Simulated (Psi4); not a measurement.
# BNH6 (SMILES [BH3-][NH3+]) at HF/def2-TZVP

What is the vertical singlet–triplet gap of BNH6 at HF/def2-TZVP? 

The results are computed with Psi4 1.11.

3 further runs of the same task are left out: 3 set aside as unsound or not needed.

**1. Starting point**

BNH6 has 8 atoms, charge 0, and is taken as a singlet. SMILES: `[BH3-][NH3+]`. Geometry: relaxed at PBE0-D4/def2-TZVP.

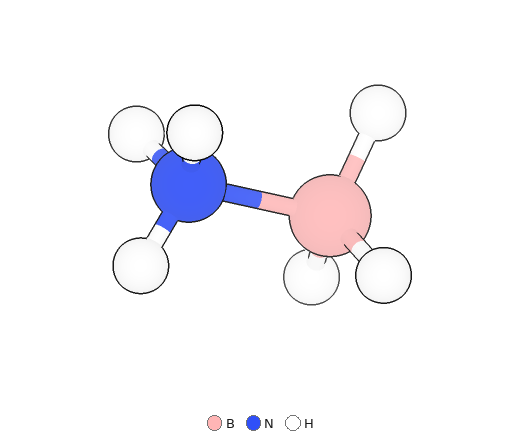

The structure, seen from a chosen angle (boron pink, nitrogen blue, hydrogen white).

**2. A single-point energy at HF/def2-TZVP**

Contents of input.dat:

```
memory 1600 MB

molecule {
  0 1
  B
  N 1 r2
  H 1 r3 2 a3
  H 1 r4 3 a4 2 d4
  H 1 r5 4 a5 3 d5
  H 2 r6 1 a6 5 d6
  H 2 r7 6 a7 1 d7
  H 2 r8 6 a8 7 d8

  r2 = 1.638759
  r3 = 1.212228
  a3 = 105.26546
  r4 = 1.212215
  a4 = 113.3285
  d4 = -114.50882
  r5 = 1.212161
  a5 = 113.33218
  d5 = 130.97902
  r6 = 1.01489
  a6 = 110.90891
  d6 = 59.9411
  r7 = 1.014951
  a7 = 107.99025
  d7 = 121.72399
  r8 = 1.014915
  a8 = 107.99934
  d8 = 116.54912
  symmetry c1
}

set {
  basis def2-TZVP
  puream true
  e_convergence 1e-09
  d_convergence 1e-08
  scf_type pk
}

e_tot, wfn = energy('hf', return_wfn=True)
oeprop(wfn, 'MAYER_INDICES', 'MULLIKEN_CHARGES', 'WIBERG_LOWDIN_INDICES')
```

Run with:

```
$ psi4 -n 1 input.dat output.dat
```

output.dat:

```text
[...]
  Running in c1 symmetry.
[...]
  Nuclear repulsion =   40.754556459560874
[...]
  Multiplicity = 1
[...]
  Nalpha       = 9
  Nbeta        = 9
[...]
    Number of basis functions: 98
[...]
   @RHF iter   1:   -82.55027169842441   -5.33668e-01   4.15416e-03 ADIIS/DIIS
[...]
   @RHF iter  10:   -82.65205969758746   -7.07701e-12   3.75418e-09 DIIS
[...]
    Orbital Energies [Eh]
    ---------------------
    Doubly Occupied:
       1A    -15.640638     2A     -7.523970     3A     -1.249419
       4A     -0.727187     5A     -0.727150     6A     -0.711825
       7A     -0.512222     8A     -0.412633     9A     -0.412613
[...]
  @RHF Final Energy:   -82.65205969758746
   => Energetics <=
    Nuclear Repulsion Energy =             40.7545564595608738
    One-Electron Energy =                -190.9779169943241470
    Two-Electron Energy =                  67.5713008371758264
    Total Energy =                        -82.6520596975874611
[...]
 Multipole Moments:
 ------------------------------------------------------------------------------------
     Multipole            Electronic (a.u.)      Nuclear  (a.u.)        Total (a.u.)
 ------------------------------------------------------------------------------------
 L = 1.  Multiply by 2.5417464519 to convert [e a0] to [Debye]
 Dipole X            :         -0.0001165            0.0000174           -0.0000991
 Dipole Y            :         -0.0000444            0.0000386           -0.0000058
 Dipole Z            :          1.6576119            0.5120470            2.1696589
 Magnitude           :                                                    2.1696589
[...]
  Mulliken Charges: (a.u.)
   Center  Symbol    Alpha    Beta     Spin     Total
       1     B     2.60483  2.60483  0.00000 -0.20967
       2     N     3.72168  3.72168  0.00000 -0.44336
       3     H     0.53372  0.53372  0.00000 -0.06743
       4     H     0.53372  0.53372  0.00000 -0.06743
       5     H     0.53371  0.53371  0.00000 -0.06742
       6     H     0.35745  0.35745  0.00000  0.28510
       7     H     0.35745  0.35745  0.00000  0.28510
       8     H     0.35745  0.35745  0.00000  0.28511
   Total alpha =  9.00000, Total beta =  9.00000, Total charge = -0.00000
[...]
```

It took 7.5 s on 1 thread of Intel Xeon Platinum 8175M at 2.50GHz (Skylake/Cascade Lake), shared host; peak memory 0.37 GiB.

**3. The triplet, same level**

Contents of job.in:

```
memory 1600 MB

molecule mol {
  0 3
  B     -0.191300     0.250800    -0.775400
  N      0.206500    -0.255100     0.731700
  H     -0.078200    -0.728400    -1.481000
  H     -1.332600     0.649700    -0.687200
  H      0.604400     1.126600    -1.038400
  H      0.140800     0.507000     1.398700
  H      1.156600    -0.611300     0.755300
  H     -0.414000    -0.996500     1.040500
  units angstrom
  symmetry c1
}

set reference uhf
set puream true
set e_convergence 1e-09
set d_convergence 1e-08
set scf_type pk
set maxiter 200

energy_value, wavefunction = energy('hf/def2-TZVP', return_wfn=True)
oeprop(wavefunction, 'DIPOLE', 'MULLIKEN_CHARGES', 'WIBERG_LOWDIN_INDICES', title='HF')
```

Run with:

```
$ psi4 job.in job.out -n 1
```

job.out:

```text
[...]
  Running in c1 symmetry.
[...]
  Nuclear repulsion =   40.754562783001887
[...]
  Multiplicity = 3
[...]
  Nalpha       = 10
  Nbeta        = 8
[...]
    Number of basis functions: 98
[...]
   @UHF iter   1:   -82.27103582204595   -2.54432e-01   4.11214e-03 ADIIS/DIIS
[...]
   @UHF iter  23:   -82.38679296736464   -1.65414e-11   6.97669e-09 DIIS
[...]
   @S^2 Observed:                2.030386531E+00
[...]
    Orbital Energies [Eh]
    ---------------------
    Alpha Occupied:
       1A    -15.629895     2A     -7.655469     3A     -1.257815
       4A     -0.836435     5A     -0.731431     6A     -0.718395
       7A     -0.620502     8A     -0.595955     9A     -0.514627
      10A     -0.103608
    Alpha Virtual:
      11A      0.119527    12A      0.124489    13A      0.127201
      14A      0.170519    15A      0.212191    16A      0.213983
      17A      0.229414    18A      0.251315    19A      0.317424
      20A      0.366210    21A      0.391817    22A      0.407564
      23A      0.454319    24A      0.518141    25A      0.531421
[...]
  @UHF Final Energy:   -82.38679296736464
   => Energetics <=
    Nuclear Repulsion Energy =             40.7545627830018873
    One-Electron Energy =                -189.9285467569377488
    Two-Electron Energy =                  66.7871910065712200
    Total Energy =                        -82.3867929673646415
  UHF NO Occupations:
  HONO-2 :    8  A 1.9860339
  HONO-1 :    9  A 1.0000000
[...]
 Multipole Moments:
 ------------------------------------------------------------------------------------
     Multipole            Electronic (a.u.)      Nuclear  (a.u.)        Total (a.u.)
 ------------------------------------------------------------------------------------
 L = 1.  Multiply by 2.5417464519 to convert [e a0] to [Debye]
 Dipole X            :         -0.4438954            0.1242860           -0.3196094
 Dipole Y            :          0.2022246           -0.1581129            0.0441117
 Dipole Z            :         -1.0516085            0.4708985           -0.5807099
 Magnitude           :                                                    0.6643192
[...]
  Mulliken Charges: (a.u.)
   Center  Symbol    Alpha    Beta     Spin     Total
       1     B     3.46833  2.44394  1.02439 -0.91226
       2     N     2.99559  3.69287 -0.69728  0.31154
       3     H     0.56295  0.18820  0.37475  0.24885
       4     H     0.56295  0.18824  0.37471  0.24882
       5     H     0.43751  0.49635 -0.05883  0.06614
       6     H     0.64874  0.32941  0.31933  0.02185
       7     H     0.64907  0.32937  0.31970  0.02157
       8     H     0.67486  0.33163  0.34323 -0.00649
   Total alpha = 10.00000, Total beta =  8.00000, Total charge = -0.00000
[...]
```

Run time: 10 s. Hardware: 1 thread of Intel Xeon Platinum 8175M at 2.50GHz (Skylake/Cascade Lake), shared host; peak memory 0.37 GiB.

**4. Outcome**

At HF/def2-TZVP:

```
                                        quantity         value
                           singlet: total energy  -82.65206 Eh
                          singlet: dipole moment        5.51 D
                            singlet: HOMO energy     -11.23 eV
                            singlet: LUMO energy       2.54 eV
                          singlet: HOMO–LUMO gap      13.77 eV
                           triplet: total energy  -82.38679 Eh
                          triplet: dipole moment        1.69 D
     triplet: HOMO energy (highest over α and β)      -2.82 eV
                                   triplet: ⟨S²⟩         2.030
vertical energy of the triplet above the singlet      7.218 eV
```

At this shape the triplet lies 7.22 eV (166 kcal/mol) above the singlet. Mulliken charges (singlet) run from -0.44 on N2 to +0.29 on H8; they depend strongly on the basis.
